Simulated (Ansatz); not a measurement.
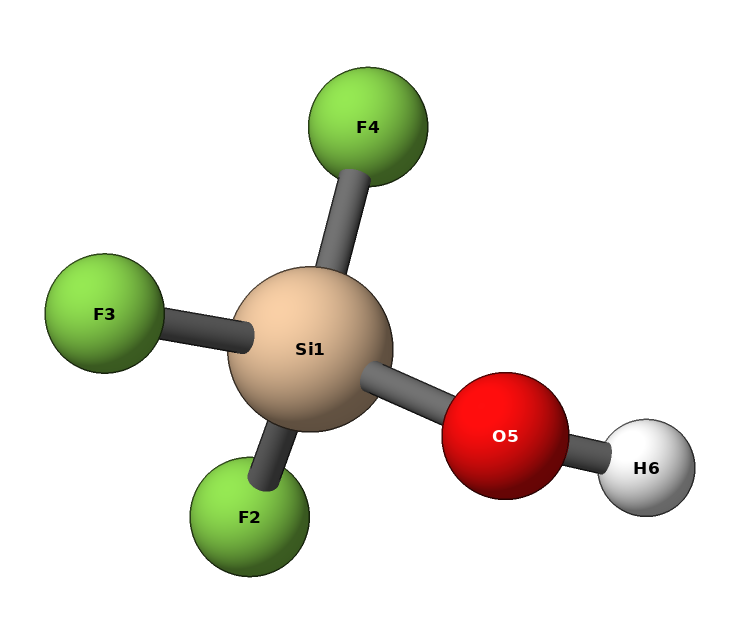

The questions are on Mulliken charges. The computed structure is the end point of a PBE0-D4/def2-TZVP optimisation. Method: RKS PBE0-D4/def2-TZVP (Ansatz 0.2.0).

Give the Mulliken charges atom by atom.

| atom | value (e) |
| --- | --- |
| Si1 | 0.97 |
| F2 | −0.28 |
| F3 | −0.27 |
| F4 | −0.28 |
| O5 | −0.48 |
| H6 | 0.34 |

Mulliken values depend strongly on the basis set and can even reverse the polarity of a bond.
